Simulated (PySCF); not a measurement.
Vertical excitations of a molecule C2H12N2Si2 from TDA-B3LYP/def2-SVPD run with PySCF, as energy in eV (oscillator strength): 5.71 (0.001), 6.00 (0.003), 6.32 (0.020), 6.42 (0.021), 6.47 (0.062), 6.89 (0.016). Lowest triplet (TDA): 5.61 eV. Coordinates come from a ωB97X-D3(BJ)/def2-SVP optimisation. Other conformers were not sampled.

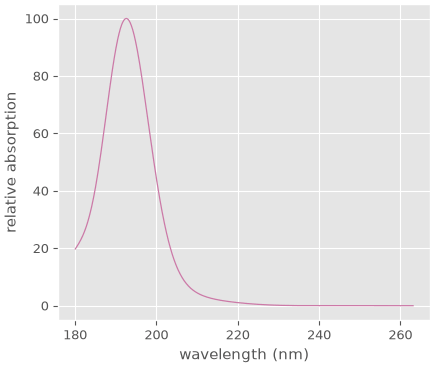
Fig. 1. The lines broadened by 0.4 eV.

**Question.** Pick the molecule that these values belong to.
A) CCN[Si@H](N)[SiH3]
B) CN(C[SiH3])[SiH2]N
C) CN([SiH3])[Si@@H](C)N
D) C[Si@H](N)C[SiH2]N

**Answer.** C, CN([SiH3])[Si@@H](C)N
